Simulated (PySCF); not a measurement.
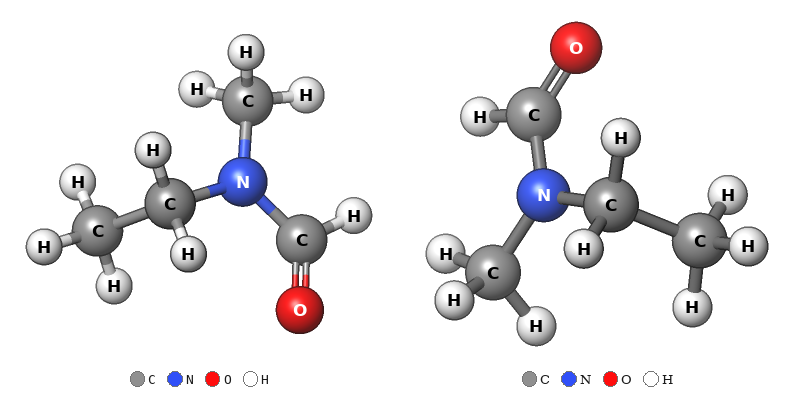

Two views of one molecule.

Question: What is the molecular formula?

Answer: C4H9NO, 15 atoms: 4 carbon, 9 hydrogen, 1 nitrogen and 1 oxygen.

Question: Give the symmetry (Schoenflies symbol).

Answer: C1.

Question: What is its SMILES?

Answer: CCN(C)C=O

Question: How many bonds of each kind are drawn?

Answer: 9 C–H, 3 C–N, 1 C–C, 1 C–O.

The parts below concern this one geometry. Atoms keep their numbers from picture to picture. Computed geometry: PBE0-D3(BJ)/def2-SVP optimisation. No frequency run is at hand to confirm it as a minimum.

Shape

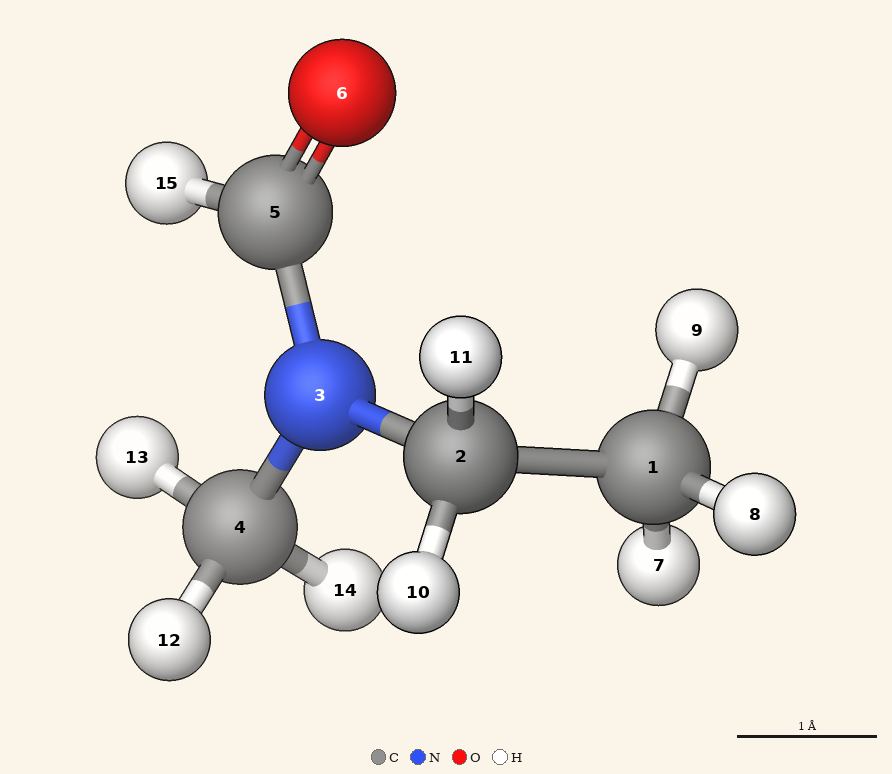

Atoms carry their numbers in the input. No frequency run is at hand to confirm it as a minimum.

Estimate the angles C1–C2–N3, C1–C2–H10, C2–C1–H8, C2–N3–C4, N3–C2–H10, N3–C2–H11, N3–C4–H12, N3–C4–H14, N3–C5–O6, N3–C5–H15, C4–N3–C5, O6–C5–H15.

| angle | degrees |
| --- | --- |
| C1–C2–N3 | 113.4 |
| C1–C2–H10 | 110.7 |
| C2–C1–H8 | 110.5 |
| C2–N3–C4 | 119.1 |
| N3–C2–H10 | 108.1 |
| N3–C2–H11 | 106.7 |
| N3–C4–H12 | 111.3 |
| N3–C4–H14 | 112.0 |
| N3–C5–O6 | 125.3 |
| N3–C5–H15 | 111.9 |
| C4–N3–C5 | 121.8 |
| O6–C5–H15 | 122.8 |

Electronic properties

No frequency run is at hand to confirm it as a minimum. Level of theory: B3LYP/6-31G*, gas phase (PySCF 2.14.0).

Computed properties:

- dipole moment: 3.67 D
- HOMO energy (Kohn–Sham orbital): −6.54 eV
- LUMO energy (Kohn–Sham orbital): 0.96 eV
- HOMO–LUMO gap: 7.50 eV

Spin–spin coupling

No frequency run is at hand to confirm it as a minimum. Properties computed with B3LYP/6-31G* indirect spin-spin coupling, non-relativistic, gas phase (PySCF 2.14.0). Isotopes: 13C, 1H, 15N, 17O.

Give the spin–spin coupling constants of these pairs, with the number of bonds between them: C2/N3, N3/C4, N3/C5, N3/O6, N3/H11, N3/H15, N3/H13, N3/H8, N3/H9, N3/H7.

```
   pair  bonds apart  J (Hz)
 C2, N3            1   −17.0
 N3, C4            1   −19.1
 N3, C5            1   −19.4
 N3, O6            2     0.6
N3, H11            2     0.7
N3, H15            2   −15.2
N3, H13            2     0.7
 N3, H8            3    −4.7
 N3, H9            3    −0.8
 N3, H7            3    −0.8
```

Quadrupole coupling

No frequency run is at hand to confirm it as a minimum. Electric field gradients from the ground-state density, B3LYP/6-31G* (PySCF 2.14.0), non-relativistic apart from any core potentials.

Give the largest field-gradient component, the quadrupole coupling constant and the asymmetry for 14N at N3 (Q = 20.44 mb), 17O at O6 (Q = −25.6 mb), 2H at H7 (Q = 2.86 mb), 2H at H8 (Q = 2.86 mb), 2H at H9 (Q = 2.86 mb), 2H at H10 (Q = 2.86 mb).

```
atom  V_zz (a.u.)  e²qQ/h (MHz)     η
  N3       −0.914         −4.39  0.10
  O6       −1.474          8.87  0.08
  H7        0.280         0.188  0.03
  H8        0.280         0.188  0.02
  H9        0.279         0.187  0.02
 H10        0.268         0.180  0.06
```
